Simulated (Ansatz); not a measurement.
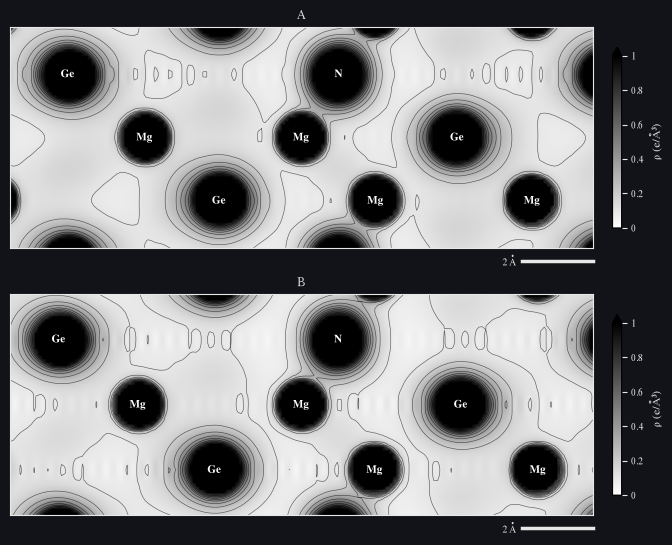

Mg₄Ge₃N. The valence charge density (pseudo) of two cells that differ in size, on the (110) plane of each (indices in the axes of the calculation cell), at one length scale and on one colour scale: B has 17.5 Å³ an atom and A 15.9.

The calculation used DFT PBE, scalar-relativistic, plane waves, PAW in Ansatz.

The density is the valence pseudo-density of a PAW calculation; it isn't the true density close to the nuclei.

The larger cell:

```yaml
crystal:
  lattice:
    - [3.19842, 0.00000, 0.00000]
    - [-1.59921, 2.76991, 0.00000]
    - [0.00000, 0.00000, 15.78720]
  atoms:
    - { symbol: Mg, position: [0.66667, 0.33333, 0.93416] }
    - { symbol: Mg, position: [0.33333, 0.66667, 0.06584] }
    - { symbol: Mg, position: [0.66667, 0.33333, 0.64146] }
    - { symbol: Mg, position: [0.33333, 0.66667, 0.35854] }
    - { symbol: Ge, position: [0.00000, 0.00000, 0.50000] }
    - { symbol: Ge, position: [0.66667, 0.33333, 0.22082] }
    - { symbol: Ge, position: [0.33333, 0.66667, 0.77918] }
    - { symbol: N, position: [0.00000, 0.00000, 0.00000] }
```

The smaller cell: a = 3.099 Å, b = 3.099 Å, c = 15.300 Å, α = 90.00°, β = 90.00°, γ = 120.00°.

### What changes from the larger cell to the smaller?

From the larger cell to the smaller, Mg–Ge goes from 2.85 to 2.77 Å, and the density at its midpoint from 0.2 to 0.22 e/Å³; Mg–N goes from 2.12 to 2.08 Å, and the density at its midpoint from 0.39 to 0.42 e/Å³; the pressure goes from 0.0 to 7 GPa.
